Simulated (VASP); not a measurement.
Band structure of YN (rock salt). These are PBEsol GGA, VASP's PBE PAW potentials (set 64) (plane waves; VASP 6.6.1) values and carry that method's errors.

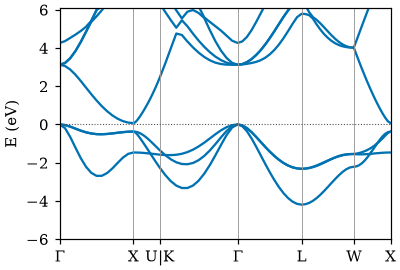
Figure: Bands along high-symmetry lines, zero at the valence-band maximum or, without a gap, the Fermi level

Task: Read the plot: is there a gap, and where are the band edges?

Result: The gap is indirect, 0.07 eV, from the valence maximum at Γ to the conduction minimum at X. (Edges off the drawn lines would not show.)

The compound is YN in the rock salt structure. It was relaxed first.
